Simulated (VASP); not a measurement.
Band structure of MgNiH$_{3}$ (space group Pm-3m). These are LDA (Ceperley-Alder, Perdew-Zunger), VASP's LDA PAW potentials (set 64) (plane waves; VASP) values and carry that method's errors.

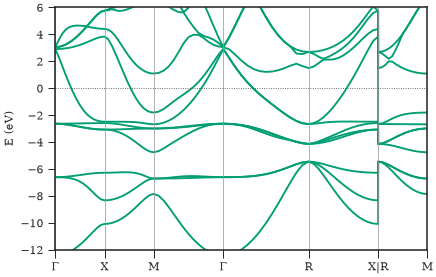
*Bands along high-symmetry lines, zero at the valence-band maximum or, without a gap, the Fermi level*

Task: Read the plot: is there a gap, and where are the band edges?

Result: It has no gap at this level: it comes out as a metal or semimetal. (Edges off the drawn lines would not show.)

The structure comes from a computed database's MgNiH3 entry (Pm-3m); how it stands against other phases isn't given here. It was relaxed first. The run is not spin-polarised, so no magnetic state was tried. The electron count is odd and the run is not spin-polarised, which forces a metal.
